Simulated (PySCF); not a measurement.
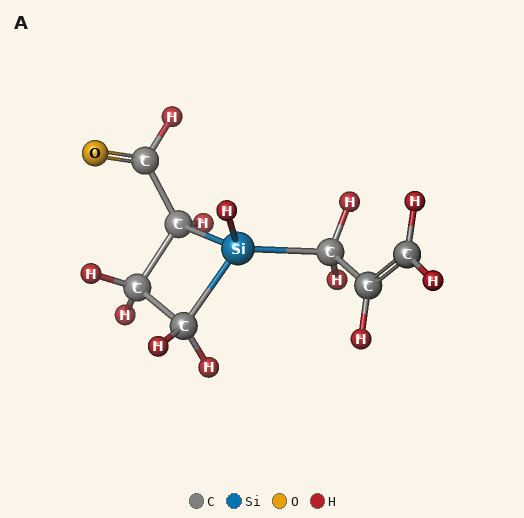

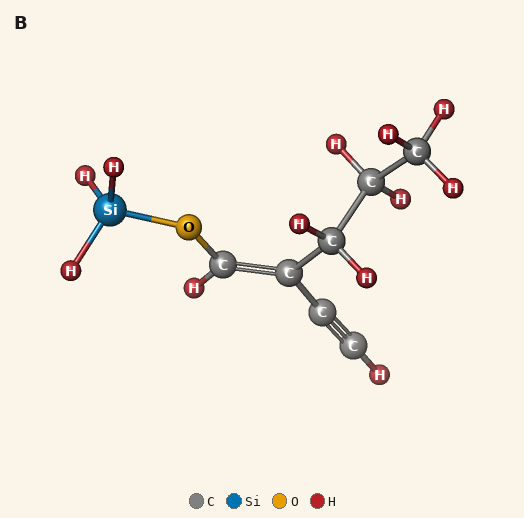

2 stationary structures of one formula. Geometries: GFN2-xTB. Electronic energies: PBE0/pcSseg-1 (PySCF 2.14.0), without zero-point energy. No frequency run is at hand to confirm each as a minimum. Each is one conformer, not always the lowest.

Question: Rank them by energy, lowest first.

Answer: A is lowest; B lies 0.830 eV above it. A is `C=CC[Si@@H]1CC[C@H]1C=O`, B is `C#C/C(=C/O[SiH3])CCC`.

The geometry is semi-empirical. Around Si such bond lengths and angles can be off by a tenth of an ångström or more and by several degrees, and values that hang on the shape move with them.
